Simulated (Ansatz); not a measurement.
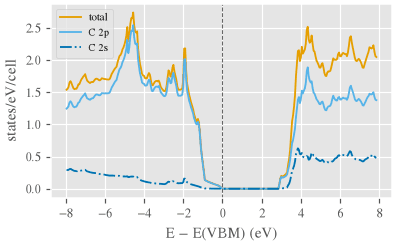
Figure: Total and projected density of states of C in space group Ibam (No. 72; C on 8j, C on 4a), PBE in the plane-wave PAW code Ansatz

Task: Which orbitals carry the states next to the gap?

Result: Top 1 eV of the valence band: C 2p 97 %. Bottom 1 eV of the conduction band: C 2p 69 %, C 2s 25 %, outside the projected shells 6 %. Projections are on Löwdin-orthogonalised atomic valence shells; empty p or d shells of many metals are not among them.

Task: Where is the tallest occupied peak in this window, and what makes it?

Result: Near -4.5 eV, about 2.7 states/eV per cell; the largest projected share is C 2p.

The start of the workflow was typed in or built on a structure type; neither database checked (COD, Materials Project) lists it. It is not the phase usual at ambient conditions (space group No. 194, 227). The PBE relaxation kept the symmetry of its start; its stability against distortions is not shown here. The volume moved by 20 % from the start of the relaxation.

Potentials: the later of the program's two PAW sets.
